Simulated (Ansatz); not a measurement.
Consider SrNbO3 (Pm-3m).

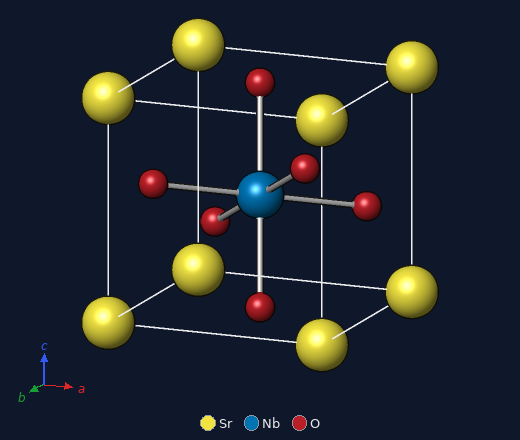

The structure (strontium yellow, niobium blue, oxygen red). Some periodic images of atoms are drawn too.

```
Sr Nb O
1.0
     0.00000   -3.99700    0.00000
     0.00000    0.00000    3.99700
    -3.99700    0.00000    0.00000
Sr Nb O
1 1 3
Direct
  0.00000 0.00000 0.00000
  0.50000 0.50000 0.50000
  0.50000 0.50000 0.00000
  0.50000 0.00000 0.50000
  0.00000 0.50000 0.50000
```

 The program's search for lower electronic states was switched off, so nothing shows that the state found is the lowest. PAW set soft_2, made with PBE.

A constrained-RPA run (Ansatz 0.2.0; non-magnetic LDA; Nb t2g, bands v1 to c2, 6×6×6 mesh, medium accuracy) builds 3 functions on bands 4.1 eV wide, with 1.0 electrons in the window. The bare on-site interaction is 10.6 eV and the bare J 0.37 eV.

Question: Estimate U, U′ and J.

On the Nb t2g shell, U = 2.93 eV (28 % of the bare value), U′ = 2.39 eV, J = 0.27 eV.

The parent state is non-magnetic and the interaction static (zero frequency); U depends on the window and the orbitals, so it belongs to this model alone.

[Paths, hosts, dates, memory and timing lines, banners, echoed tables and standing remarks are left out of the program output.]

[Logs are printed without paths, hosts, clocks, repeated set-up lines and the standing remarks that a program may print on its own settings, such as how far it seeks lower states.]

[Runs of the session that timed out or met a known fault of the program may be left out.]

[Hosts, paths, dates, database ids (printed as entryN), source tags and the programs' standing remarks are cut or masked in the printed files.]
